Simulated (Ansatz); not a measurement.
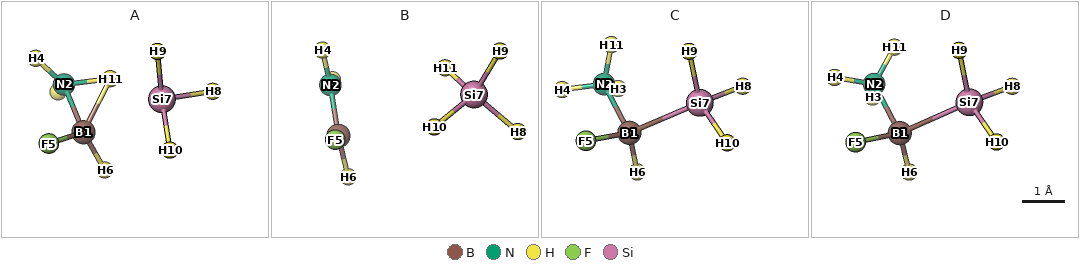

4 geometries from a converged minimum-energy path of BSiNH₇F, made up at the start of BNH3F and SiH4, shuffled. A ball-and-stick model, seen at a tilt.

Level of theory: Ansatz 0.2.0, RKS B3LYP/def2-SVP. Settings: 7 movable images; climbing image; force threshold 0.03 eV/Å; iteration limit 60; starting path through a guess of the saddle point.

Which frame is the transition state?

A. In order along the path, whose images run from 0 to 8: B (image 2, +0.1 kJ/mol), A (image 4, +235.8 kJ/mol), D (image 6, +85.4 kJ/mol), C (image 7, +81.1 kJ/mol). Breaking: Si7–H11 (1.49 → 1.89 at the top → 3.15 Å). Forming: B1–Si7 (4.73 → 2.33 at the top → 2.06 Å), N2–H11 (3.17 → 1.32 at the top → 1.02 Å).

Limits of the set-up: the start holds two separate molecules, 3.0 Å apart at their closest, whose relative position is a soft coordinate and is computed without a dispersion correction.

Cost: 14 min on 2 threads of Intel(R) Xeon(R) Platinum 8375C CPU @ 2.90GHz (Ice Lake) (shared host), peak memory 0.21 GiB.
